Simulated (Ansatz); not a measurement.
# AlBrClHO: from a rough start to a minimum

Aim: relax AlBrClHO from a cheap starting geometry, check the end point by its vibrations and derive ideal-gas thermochemistry.

Method: RKS PBE0-D4/def2-TZVP; program: Ansatz 0.2.0, Gaussian basis.

The runs, in order: relaxation at PBE-D4/def2-SVP; relaxation at PBE0-D4/def2-TZVP; harmonic vibrations at the same level.

1 further run of the same task is left out (set aside as unsound or not needed).

### Step 1. Starting geometry

5 atoms, charge 0, spin multiplicity 1.

Atoms are counted from 1 here; the program's logs count them from 0.

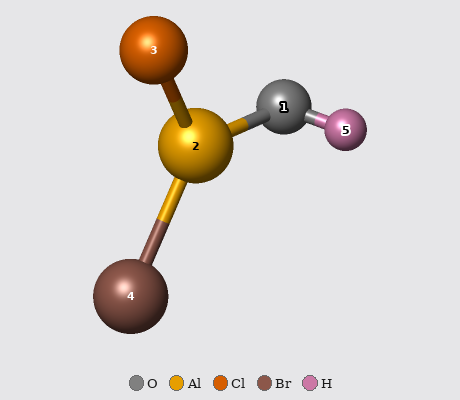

As it starts; oxygen grey, aluminium amber, chlorine orange, bromine brown, hydrogen pink; atoms are numbered from 1 in the order of the file.

Geometry (Å):

```xyz
5
AlBrClHO
O    -0.0748    1.4075    0.4289
Al   -0.1404   -0.3551    0.0868
Cl    1.1093   -1.7014    1.2685
Br   -1.4378   -1.2227   -1.6379
H     0.5937    1.7981   -0.1878
```

The start is a force-field geometry with small random shifts, so a cheaper pass at PBE-D4/def2-SVP comes first.

### Step 2. Geometry optimisation, PBE-D4/def2-SVP (cheap first pass)

Contents of in.yaml:

```yaml
crystal:
  periodic: [false, false, false]
  atoms:
    - {symbol: O, position_ang: [-0.074800, 1.407500, 0.428900]}
    - {symbol: Al, position_ang: [-0.140400, -0.355100, 0.086800]}
    - {symbol: Cl, position_ang: [1.109300, -1.701400, 1.268500]}
    - {symbol: Br, position_ang: [-1.437800, -1.222700, -1.637900]}
    - {symbol: H, position_ang: [0.593700, 1.798100, -0.187800]}
basis:
  gaussian: {orbitals: def2-SVP}
hamiltonian: {xc: pbe, dispersion: d4}
relax: {f_tol: 0.03, max_steps: 200}
```

Standard output, cut to the lines that bear on the results:

```text
Functional definition: PBE
  name "PBE"
  cite "Perdew, Burke & Ernzerhof, Phys. Rev. Lett. 77, 3865 (1996) doi:10.1103/PhysRevLett.77.3865"
  parent pbe
[...]
934 factors; their error is unknown
[...]
mean field -91196.40059358 eV, -3351.4059066737 hartree, gradient 3.0e-5 eV, S^2 0.000000; 0 other end points of the search recorded, 0 dependent functions left out
[...]
reference -91196.40062721 eV, -3351.4059079096 hartree; 37, 37 occupied and 50, 50 virtual orbitals, 934 factors
relax step   1: F+E_penalty+E_count = -91196.52662693 eV  Δ(F+E_penalty+E_count) = +0.000e0 eV  max|allowed force component| = 1.512e0 eV/Å  Δτ_max = 0.0000 Å  (26 SCF iters, accepted)
[...]
relax step   7: F+E_penalty+E_count = -91196.87468114 eV  Δ(F+E_penalty+E_count) = -1.787e-2 eV  max|allowed force component| = 4.014e-2 eV/Å  Δτ_max = 0.1000 Å  (26 SCF iters, accepted)
[...]
relax step   8: F+E_penalty+E_count = -91196.87548263 eV  Δ(F+E_penalty+E_count) = -8.015e-4 eV  max|allowed force component| = 2.807e-2 eV/Å  Δτ_max = 0.0295 Å  (26 SCF iters, accepted)
934 factors; their error is unknown
mean field -91196.74388046 eV, -3351.4185222336 hartree, gradient 4.5e-6 eV, S^2 0.000000; 1 other end points of the search recorded, 0 dependent functions left out
[...]
reference -91196.74391340 eV, -3351.4185234441 hartree; 37, 37 occupied and 50, 50 virtual orbitals, 934 factors
Total energy: -91196.87551556 eV, -3351.4233597346 hartree
Atom 0 at     0.401935     1.243634     0.328864 Å, force    -0.008612     0.028074    -0.018835 eV/Å
Atom 1 at     0.027281    -0.397897     0.066143 Å, force     0.018066    -0.022981     0.025844 eV/Å
Atom 2 at     0.905247    -1.781200     1.371645 Å, force    -0.006149     0.001434    -0.006870 eV/Å
Atom 3 at    -1.335968    -1.099388    -1.585172 Å, force    -0.006681     0.003314    -0.009267 eV/Å
Atom 4 at     0.051505     1.961251    -0.222980 Å, force     0.003376    -0.009842     0.009128 eV/Å
Dipole moment:    -0.122010     0.319891    -0.201020 e Å
```

Wall time 22 s (2 threads, shared host).

The steps of the relaxation: (the energy doesn't fall at every step)

| step | energy from step 1 (eV) | largest force component (eV/Å) |
| --- | --- | --- |
| 1 | 0.0000 | 1.5120 |
| 2 | -0.1534 | 0.9405 |
| 3 | -0.1955 | 0.6859 |
| 4 | -0.2477 | 0.4984 |
| 5 | -0.3302 | 0.2219 |
| 6 | -0.3238 | 0.2709 |
| 7 | -0.3481 | 0.0401 |
| 8 | -0.3489 | 0.0281 |

Distances of close pairs at the start and the end, largest changes first:

| bond | before (Å) | after (Å) | change (Å) |
| --- | --- | --- | --- |
| O1–Al2 | 1.797 | 1.704 | -0.093 |
| Al2–Cl3 | 2.184 | 2.095 | -0.089 |
| Al2–Br4 | 2.326 | 2.253 | -0.073 |
| O1–H5 | 0.990 | 0.971 | -0.019 |

### Step 3. Relaxation at PBE0-D4/def2-TZVP

Contents of in.yaml:

```yaml
crystal:
  periodic: [false, false, false]
  atoms:
    - {symbol: O, position_ang: [0.401935, 1.243634, 0.328864]}
    - {symbol: Al, position_ang: [0.027281, -0.397897, 0.066143]}
    - {symbol: Cl, position_ang: [0.905247, -1.781200, 1.371645]}
    - {symbol: Br, position_ang: [-1.335968, -1.099388, -1.585172]}
    - {symbol: H, position_ang: [0.051505, 1.961251, -0.222980]}
basis:
  gaussian: {orbitals: def2-TZVP}
hamiltonian: {xc: pbe0, dispersion: d4}
relax: {f_tol: 0.005, max_steps: 150}
```

Standard output, cut to the lines that bear on the results:

```text
Functional definition: PBE0
  name "PBE0"
  cite "Adamo & Barone, J. Chem. Phys. 110, 6158 (1999) doi:10.1063/1.478522"
  cite "Perdew, Burke & Ernzerhof, Phys. Rev. Lett. 77, 3865 (1996) doi:10.1103/PhysRevLett.77.3865"
  parent pbe
[...]
1155 factors; their error is unknown
[...]
mean field -91218.69588475 eV, -3352.2252435117 hartree, gradient 7.0e-5 eV, S^2 0.000000; 0 other end points of the search recorded, 0 dependent functions left out
[...]
reference -91218.69591239 eV, -3352.2252445275 hartree; 37, 37 occupied and 122, 122 virtual orbitals, 1155 factors
relax step   1: F+E_penalty+E_count = -91218.80961338 eV  Δ(F+E_penalty+E_count) = +0.000e0 eV  max|allowed force component| = 5.831e-1 eV/Å  Δτ_max = 0.0000 Å  (26 SCF iters, accepted)
[...]
1155 factors; their error is unknown
[...]
mean field -91218.71916949 eV, -3352.2260992101 hartree, gradient 1.7e-5 eV, S^2 0.000000; 1 other end points of the search recorded, 0 dependent functions left out
[...]
reference -91218.71919695 eV, -3352.2261002194 hartree; 37, 37 occupied and 122, 122 virtual orbitals, 1155 factors
Total energy: -91218.83406142 eV, -3352.2303214107 hartree
Atom 0 at     0.394020     1.232904     0.316205 Å, force    -0.000124     0.000491    -0.000204 eV/Å
Atom 1 at     0.041007    -0.390380     0.081562 Å, force     0.000194    -0.000441     0.000357 eV/Å
Atom 2 at     0.895085    -1.778373     1.359801 Å, force    -0.000102     0.000217    -0.000185 eV/Å
Atom 3 at    -1.316076    -1.065575    -1.564366 Å, force    -0.000107     0.000020    -0.000150 eV/Å
Atom 4 at     0.035963     1.927824    -0.234702 Å, force     0.000138    -0.000287     0.000183 eV/Å
Dipole moment:    -0.109988     0.275910    -0.177588 e Å
```

It took 52 s on 2 threads, shared host; peak memory 0.42 GiB.

Step by step:

| step | energy from step 1 (eV) | largest force component (eV/Å) |
| --- | --- | --- |
| 1 | 0.0000 | 0.5831 |
| 2 | -0.0210 | 0.3547 |
| 3 | -0.0243 | 0.0493 |
| 4 | -0.0244 | 0.0155 |
| 5 | -0.0244 | 0.0072 |
| 6 | -0.0244 | 0.0005 |

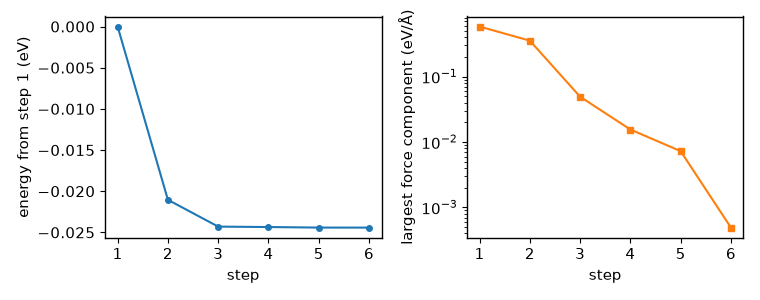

Energy and largest force along the relaxation.

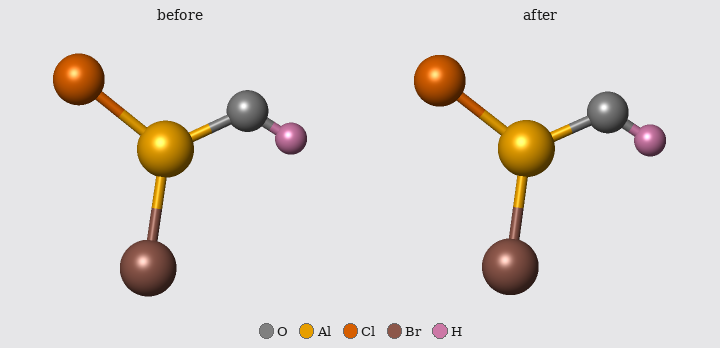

Before and after, at one scale.

Close pairs (by a distance rule), those that changed most:

| bond | before (Å) | after (Å) | change (Å) |
| --- | --- | --- | --- |
| O1–Al2 | 1.704 | 1.678 | -0.026 |
| Al2–Cl3 | 2.095 | 2.071 | -0.024 |
| Al2–Br4 | 2.253 | 2.238 | -0.016 |
| O1–H5 | 0.971 | 0.956 | -0.014 |

Mulliken charges of the relaxed molecule (report file):

| atom | value (e) |
| --- | --- |
| O1 | -0.51 |
| Al2 | 0.63 |
| Cl3 | -0.22 |
| Br4 | -0.22 |
| H5 | 0.33 |

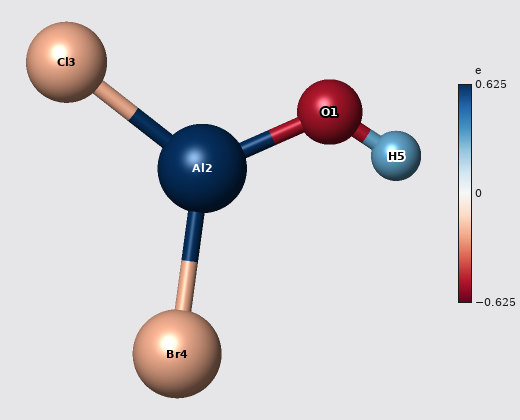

Mulliken charges of the relaxed molecule (report file), as colours on the atoms.

### Step 4. Force constants and modes

Contents of in.yaml:

```yaml
crystal:
  periodic: [false, false, false]
  atoms:
    - {symbol: O, position_ang: [0.394020, 1.232904, 0.316205]}
    - {symbol: Al, position_ang: [0.041007, -0.390380, 0.081562]}
    - {symbol: Cl, position_ang: [0.895085, -1.778373, 1.359801]}
    - {symbol: Br, position_ang: [-1.316076, -1.065575, -1.564366]}
    - {symbol: H, position_ang: [0.035963, 1.927824, -0.234702]}
basis:
  gaussian: {orbitals: def2-TZVP}
hamiltonian: {xc: pbe0, dispersion: d4}
phonons: {temperatures: {t_min: 298.15, t_max: 900, t_step: 200}}
```

Standard output, cut to the lines that bear on the results:

```text
Functional definition: PBE0
  name "PBE0"
  cite "Adamo & Barone, J. Chem. Phys. 110, 6158 (1999) doi:10.1063/1.478522"
  cite "Perdew, Burke & Ernzerhof, Phys. Rev. Lett. 77, 3865 (1996) doi:10.1103/PhysRevLett.77.3865"
  parent pbe
[...]
1155 factors; their error is unknown
[...]
mean field -91218.71916950 eV, -3352.2260992106 hartree, gradient 6.3e-5 eV, S^2 0.000000; 0 other end points of the search recorded, 0 dependent functions left out
[...]
reference -91218.71919696 eV, -3352.2261002197 hartree; 37, 37 occupied and 122, 122 virtual orbitals, 1155 factors
[...]
1155 factors; their error is unknown
mean field -91218.71914860 eV, -3352.2260984425 hartree, gradient 1.2e-6 eV, S^2 0.000000; 0 other end points of the search recorded, 0 dependent functions left out
[...]
reference -91218.71917606 eV, -3352.2260994518 hartree; 37, 37 occupied and 122, 122 virtual orbitals, 1155 factors
[...]
1155 factors; their error is unknown
[...]
mean field -91218.71911411 eV, -3352.2260971748 hartree, gradient 1.2e-6 eV, S^2 0.000000; 0 other end points of the search recorded, 0 dependent functions left out
[...]
reference -91218.71914157 eV, -3352.2260981841 hartree; 37, 37 occupied and 122, 122 virtual orbitals, 1155 factors
Total energy: -91218.83406143 eV, -3352.2303214111 hartree
Atom 0 at     0.394020     1.232904     0.316205 Å, force    -0.000114     0.000498    -0.000192 eV/Å
Atom 1 at     0.041007    -0.390380     0.081562 Å, force     0.000163    -0.000435     0.000316 eV/Å
Atom 2 at     0.895085    -1.778373     1.359801 Å, force    -0.000107     0.000211    -0.000190 eV/Å
Atom 3 at    -1.316076    -1.065575    -1.564366 Å, force    -0.000080     0.000016    -0.000116 eV/Å
Atom 4 at     0.035963     1.927824    -0.234702 Å, force     0.000137    -0.000291     0.000182 eV/Å
Dipole moment:    -0.109989     0.275908    -0.177589 e Å
Vibrations: 126.61 180.12 219.42 358.23 360.87 563.89 654.58 906.24 3954.90 cm⁻¹, zero-point energy 0.454083 eV
```

It took 2.7 min on 2 threads, shared host; peak memory 0.42 GiB.

Motions are named by where the mode's potential energy lies. Wavenumbers, unscaled:

| mode | cm⁻¹ | motion |
| --- | --- | --- |
| 1 | 127 | bend |
| 2 | 180 | bend |
| 3 | 219 | out-of-plane bend with torsion |
| 4 | 358 | torsion |
| 5 | 361 | Al–Br stretch |
| 6 | 564 | Al–Cl stretch |
| 7 | 655 | bend |
| 8 | 906 | Al–O stretch |
| 9 | 3955 | O–H stretch |

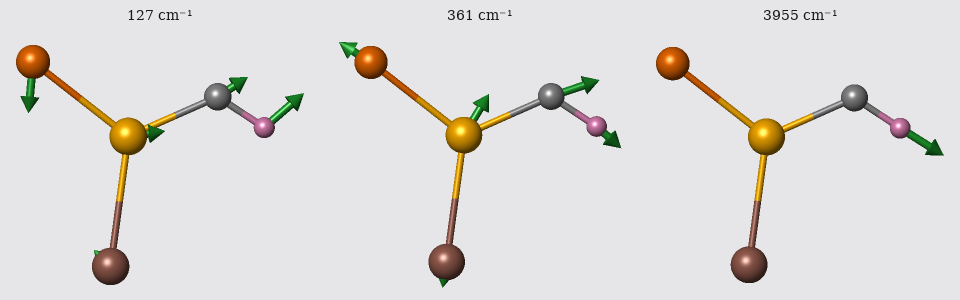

How the atoms move in 3 of the modes.

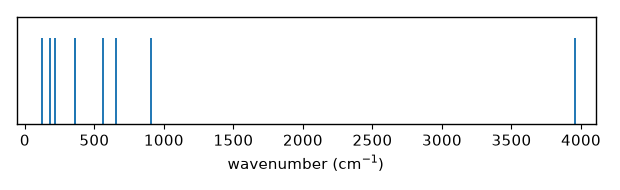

The harmonic wavenumbers as sticks (no intensities were computed).

From these modes and the moments of inertia (298.15 K, 1 bar, symmetry number 1):

| term | value |
| --- | --- |
| zero-point energy | 43.8 kJ/mol |
| H(298) − E | 61.3 kJ/mol |
| entropy, translation | 172.1 J/(mol K) |
| entropy, rotation | 118.7 J/(mol K) |
| entropy, vibration | 44.2 J/(mol K) |
| entropy, total | 335.0 J/(mol K) |

### Step 5. Results

| quantity | value |
| --- | --- |
| point group | Cs |
| steps | 8 + 6 |
| shift from the start (rms) | 0.382 Å |
| total energy | -91218.8341 eV |
| dispersion term | -115 meV |
| dipole moment | 1.66 D |
| lowest, highest wavenumber | 127, 3955 cm⁻¹ |
| zero-point energy | 43.8 kJ/mol |
| entropy at 298.15 K | 335.0 J/(mol K) |

In words: The relaxed geometry lies 0.38 Å (rms) from the start; the bond that changed most is O1–Al2, from 1.797 to 1.678 Å. No mode is imaginary: a true minimum at this level. The stiffest mode, 3955 cm⁻¹, is an O–H stretch, and 2 modes under 200 cm⁻¹ make the vibrational entropy uncertain. Harmonic hybrid wavenumbers usually lie a few per cent above measured fundamentals. The largest Mulliken charge, +0.63 e, sits on Al2.
